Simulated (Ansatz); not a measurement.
# CH6FOSi (charge +1): what the fields show

```xyz
10

C    -0.3775   -0.8733    2.1342
F    -1.7107   -1.5820   -0.3324
O    -0.2329    0.6344   -0.3467
Si   -0.3301   -1.1065    0.3223
H     0.5241   -0.3534    2.4960
H    -1.2785   -0.3228    2.4504
H    -0.4121   -1.8654    2.6171
H     0.8205   -1.6699   -0.3937
H     0.0119    0.8219   -1.2749
H    -0.7672    1.3722    0.0083
```

Geometry: B3LYP-D3(BJ)/def2-SVP.

Theory: isolated molecule in a Gaussian basis; Kohn-Sham density functional theory, functional PBE0 (Ansatz 0.2.0).

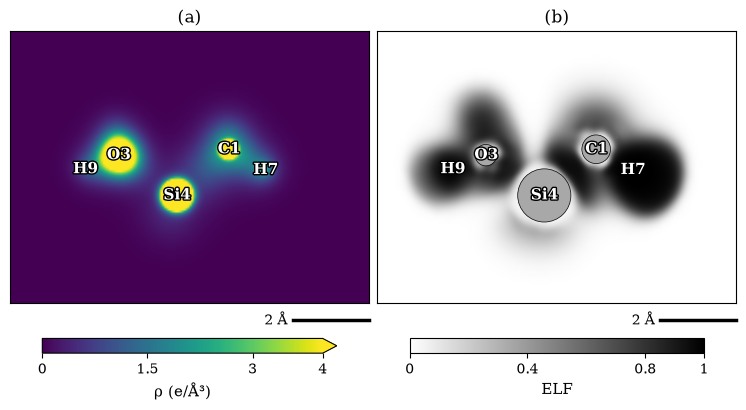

Figure 1. (a) total electron density; (b) ELF on the plane of atoms Si4, C1 and H7. Grey discs cover the atomic cores in the ELF map.

**What do the fields say about this system?**

The plane passes through C, O, Si and H nuclei.
C–Si (1.83 Å): ρ is about 1.1 e/Å³ halfway; the ELF peaks at about 0.95 between the atoms: a covalent bond.
Si–O (1.87 Å): ρ at the midpoint is about 0.69 e/Å³; the ELF peaks at about 0.90 between the atoms, as expected for a shared but strongly polarised pair.
O–H (0.98 Å): ρ is about 3.8 e/Å³ halfway; the ELF climbs to about 1 towards the hydrogen, as it does in any bond to H: a covalent bond by its length.
C–H (1.10 Å): the density is about 1.9 e/Å³ at the midpoint; the ELF climbs to about 1 towards the hydrogen (an ordinary covalent bond to hydrogen).

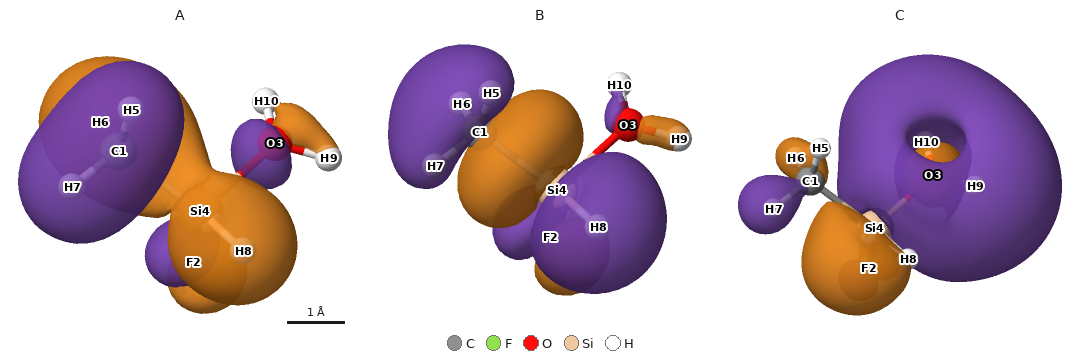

Figure 2. Three frontier orbitals at ±0.06 Å⁻³ᐟ² (orange and purple are the two phases), in no order.

**Which picture is the HOMO−1, the HOMO and the LUMO?**

A is the HOMO−1 (−16.43 eV). Its weight (Hirshfeld) is mainly on C1 (about 40 %), H6 (about 15 %), Si4 (about 10 %), H7 (about 10 %), H5 (about 10 %) and F2 (about 5 %). B is the HOMO (−15.01 eV). Its weight (Hirshfeld) is mainly on C1 (about 35 %), Si4 (about 25 %), H8 (about 15 %) and F2 (about 10 %). C is the LUMO (−5.90 eV). Its weight (Hirshfeld) is mainly on H9 (about 25 %), H10 (about 25 %), Si4 (about 25 %) and O3 (about 15 %).

**What is the HOMO–LUMO gap?**

9.11 eV between the orbital energies.

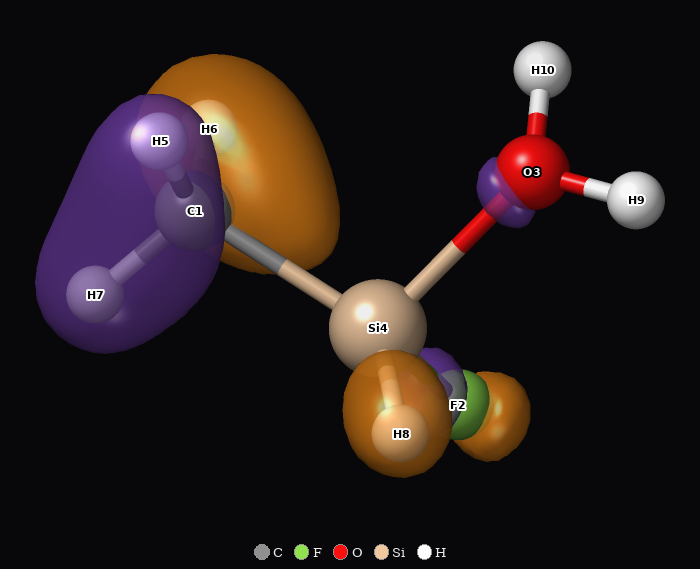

Figure 3. The HOMO−1 at ±0.2 Å⁻³ᐟ² (orange and purple are the two phases), seen at a tilt.

**What is the character of this orbital?**

It lies mainly on C1 (about 40 %), H6 (about 15 %), Si4 (about 10 %), H7 (about 10 %), H5 (about 10 %) and F2 (about 5 %). Its energy is −16.43 eV.
